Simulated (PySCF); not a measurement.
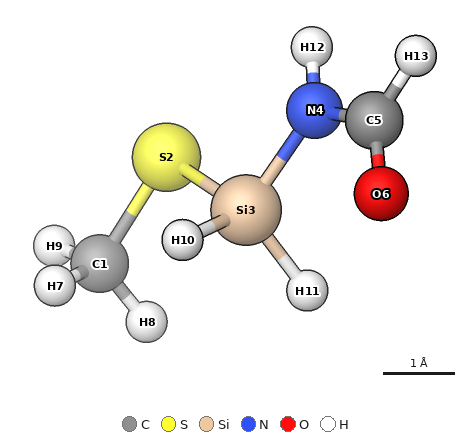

Fig. 1: The structure (ball-and-stick view, seen at a tilt; atoms are numbered from 1 in the order of the input).

**What a change does: excited-state calculation on C2H7NOSSi**

System: C2H7NOSSi, SMILES CS[SiH2]NC=O.
Method of run 1: TDDFT CAM-B3LYP/def2-SVPD, vertical, gas phase, core orbitals frozen in the response (PySCF 2.14.0).

The geometry comes from this level: PBE0-D3(BJ)/def2-SVP. Text and figures count atoms from 1; the logs count them from 0 in places.

### Input, run 1
```
{"job": {"kind": "uv", "xc": "CAM-B3LYP", "basis": "def2-SVPD", "ip": true}, "charge": 0, "multiplicity": 1}
C     -2.346814    -0.197033     0.571337
S     -0.747901     0.225132     1.336441
Si     0.554801    -0.467321    -0.214806
N      2.156410    -0.089040     0.443276
C      3.237030    -0.416804    -0.313685
O      3.132099    -0.948982    -1.396439
H     -2.433645    -1.278228     0.392174
H     -2.499455     0.351775    -0.368900
H     -3.125565     0.104004     1.284289
H      0.392276    -1.931384    -0.433573
H      0.307014     0.266482    -1.486938
H      2.310585     0.353789     1.342790
H      4.222911    -0.159500     0.140633
```

The first line tells a small driver script what to run in PySCF; the rest is the geometry in Å.

Hardware: 1 CPU thread, shared host.

### Output (run 1)
```
coarse grid: 11912 points
cycle   1  E = -897.4482892546  dE =  6.801e-01  |g| = 8.272e-01  |ddm| = 4.547e+00
cycle   2  E = -897.1945949783  dE =  2.537e-01  |g| = 1.450e+00  |ddm| = 2.218e+00
cycle   3  E = -897.5951914920  dE = -4.006e-01  |g| = 1.304e-01  |ddm| = 1.420e+00
cycle   4  E = -897.5982513091  dE = -3.060e-03  |g| = 6.623e-02  |ddm| = 1.985e-01
cycle   5  E = -897.5991745286  dE = -9.232e-04  |g| = 1.095e-02  |ddm| = 6.953e-02
cycle   6  E = -897.5992075617  dE = -3.303e-05  |g| = 3.858e-03  |ddm| = 2.275e-02
cycle   7  E = -897.5992128471  dE = -5.285e-06  |g| = 8.886e-04  |ddm| = 8.672e-03
final grid: 105896 points
cycle   8  E = -897.7104311718  dE = -1.729e-05  |g| = 3.586e-03  |ddm| = 3.901e-02
cycle   9  E = -897.7104285874  dE =  2.584e-06  |g| = 5.293e-03  |ddm| = 8.265e-03
cycle  10  E = -897.7104340192  dE = -5.432e-06  |g| = 5.867e-04  |ddm| = 4.117e-03
cycle  11  E = -897.7104340916  dE = -7.242e-08  |g| = 1.720e-04  |ddm| = 7.137e-04
cycle  12  E = -897.7104341000  dE = -8.400e-09  |g| = 4.794e-05  |ddm| = 3.186e-04
cycle  13  E = -897.7104341007  dE = -6.821e-10  |g| = 1.469e-05  |ddm| = 7.817e-05
converged SCF energy = -897.7104341007

Static polarisability (au): isotropic 83.732, principal 63.989 80.313 106.895

Singlet excitations
state   eV       nm        f      main configurations
  1   5.4834    226.1   0.00080   H->L 0.82
  2   5.6056    221.2   0.00081   H-1->L+2 0.95
  3   6.3655    194.8   0.02739   H->L+1 0.75, H->L+4 0.19
  4   6.8595    180.7   0.00219   H->L+3 0.76, H->L+5 0.17
  5   7.0387    176.1   0.04627   H->L+2 0.50, H-2->L+2 0.21, H-1->L 0.14
  6   7.1442    173.5   0.00867   H->L+5 0.36, H-2->L 0.34, H->L+3 0.09
  7   7.1766    172.8   0.01415   H-2->L+2 0.38, H->L+2 0.35, H-1->L 0.13
  8   7.1865    172.5   0.00079   H-2->L 0.41, H->L+5 0.28
  9   7.3445    168.8   0.00023   H->L+4 0.44, H->L+7 0.18, H->L+1 0.17
 10   7.5526    164.2   0.15339   H-3->L 0.63, H->L+2 0.09

Triplet excitations (Tamm-Dancoff, eV): 5.0987 5.1215 5.4266 6.0054
Vertical ionisation energy (delta-SCF) = 9.2831 eV
```

Run 2 used a changed input.

### The two runs side by side

```tsv
quantity	run 1	run 2
outcome	converged	converged
total energy (hartree)	−897.710434	−897.717235
HOMO (eV)	−8.42	−8.95
LUMO (eV)	0.60	1.44
dipole moment (D)	2.67	2.62
lowest excitation (eV)	5.48	5.57
SCF iterations	13	14
strongest computed line (eV)	7.55	7.67
basis functions	190	190
wall time (shared host)	2.2 min	88 s
```

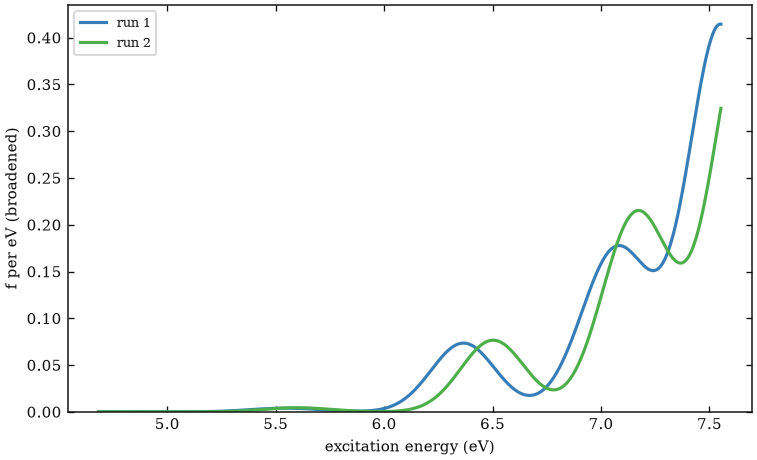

Fig. 2: Absorption of the two runs from their computed states, each broadened by a Gaussian of 0.35 eV full width; the range ends where the shorter list of states ends.

Which change of the input explains these differences?

The change (lines with − go, lines with + come):
```diff
-"xc": "CAM-B3LYP"
+"xc": "wB97X-D"
```

The total energies belong to different methods, so their difference says nothing on which is more stable or more accurate. The HOMO goes from −8.42 to −8.95 eV. The LUMO goes from 0.60 to 1.44 eV. The dipole moment goes from 2.67 to 2.62 D. The lowest excitation goes from 5.48 to 5.57 eV. The strongest computed line goes from 7.55 to 7.67 eV. The functional changes from CAM-B3LYP to wB97X-D. The SCF takes 14 iterations against 13.

### Output (run 2)
```
coarse grid: 11912 points
cycle   1  E = -897.4530478947  dE =  6.824e-01  |g| = 8.359e-01  |ddm| = 4.427e+00
cycle   2  E = -897.2830521695  dE =  1.700e-01  |g| = 1.316e+00  |ddm| = 2.084e+00
cycle   3  E = -897.6065658316  dE = -3.235e-01  |g| = 1.101e-01  |ddm| = 1.200e+00
cycle   4  E = -897.6089020106  dE = -2.336e-03  |g| = 5.465e-02  |ddm| = 1.782e-01
cycle   5  E = -897.6095647417  dE = -6.627e-04  |g| = 9.471e-03  |ddm| = 6.514e-02
cycle   6  E = -897.6095930652  dE = -2.832e-05  |g| = 3.629e-03  |ddm| = 2.327e-02
cycle   7  E = -897.6095984568  dE = -5.392e-06  |g| = 8.455e-04  |ddm| = 9.079e-03
final grid: 105896 points
cycle   8  E = -897.7172237580  dE = -7.681e-05  |g| = 6.965e-03  |ddm| = 1.029e-01
cycle   9  E = -897.7172249826  dE = -1.225e-06  |g| = 7.053e-03  |ddm| = 1.930e-02
cycle  10  E = -897.7172351632  dE = -1.018e-05  |g| = 8.843e-04  |ddm| = 6.597e-03
cycle  11  E = -897.7172353164  dE = -1.532e-07  |g| = 6.064e-04  |ddm| = 1.476e-03
cycle  12  E = -897.7172353983  dE = -8.181e-08  |g| = 1.324e-04  |ddm| = 9.352e-04
cycle  13  E = -897.7172354048  dE = -6.586e-09  |g| = 4.669e-05  |ddm| = 2.895e-04
cycle  14  E = -897.7172354058  dE = -9.295e-10  |g| = 1.608e-05  |ddm| = 1.197e-04
converged SCF energy = -897.7172354058

Static polarisability (au): isotropic 83.448, principal 63.816 79.915 106.613

Singlet excitations
state   eV       nm        f      main configurations
  1   5.5707    222.6   0.00102   H->L 0.85
  2   5.6434    219.7   0.00069   H-1->L+1 0.95
  3   6.5023    190.7   0.02854   H->L+2 0.78, H->L+4 0.17
  4   7.0154    176.7   0.00026   H->L+3 0.53, H->L+5 0.42
  5   7.1320    173.8   0.05872   H->L+1 0.42, H-2->L+1 0.28, H-1->L 0.13
  6   7.2470    171.1   0.01819   H-2->L+1 0.41, H->L+1 0.40
  7   7.2910    170.1   0.00883   H->L+3 0.30, H-2->L 0.26, H->L+5 0.26
  8   7.3438    168.8   0.00067   H-2->L 0.51, H->L+5 0.18, H->L+3 0.09
  9   7.5845    163.5   0.00252   H->L+4 0.42, H->L+7 0.22, H->L+2 0.16
 10   7.6658    161.7   0.15108   H-3->L 0.64, H->L+1 0.12

Triplet excitations (Tamm-Dancoff, eV): 5.1778 5.2538 5.5333 6.1578
Vertical ionisation energy (delta-SCF) = 9.3035 eV
```
